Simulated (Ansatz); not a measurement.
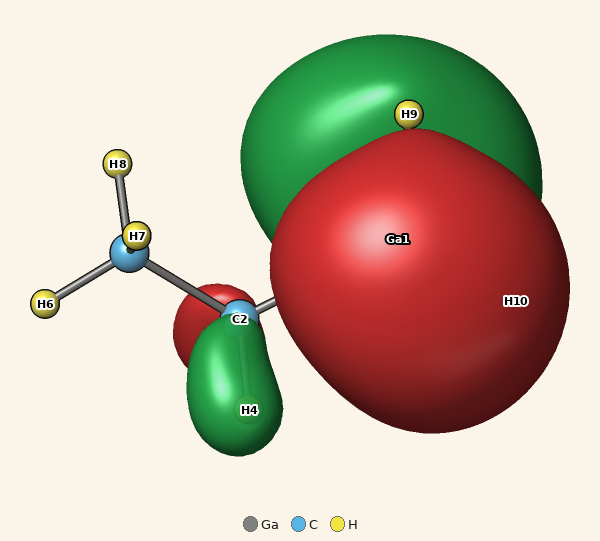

Figure. C2H7Ga. One frontier orbital at ±0.08 Å⁻³ᐟ² (green and red are the two phases), seen at a tilt.

Computed with RKS PBE/def2-SVP in Ansatz.

| atom | x (Å) | y (Å) | z (Å) |
| --- | --- | --- | --- |
| Ga | -0.1493 | -0.0042 | -0.0503 |
| C | -0.1171 | 0.1084 | 1.9355 |
| H | -1.1723 | -0.0080 | 2.2735 |
| H | 0.3844 | -0.8229 | 2.2868 |
| C | 0.5312 | 1.3535 | 2.5500 |
| H | 0.5135 | 1.3316 | 3.6615 |
| H | 1.5932 | 1.4610 | 2.2445 |
| H | 0.0164 | 2.2859 | 2.2364 |
| H | 0.5126 | 1.1309 | -0.9467 |
| H | -0.8416 | -1.2462 | -0.7597 |

Which orbital is it: HOMO or LUMO?

The LUMO, at −2.17 eV. By Hirshfeld shares it lies mainly on Ga1 (about 80 %).
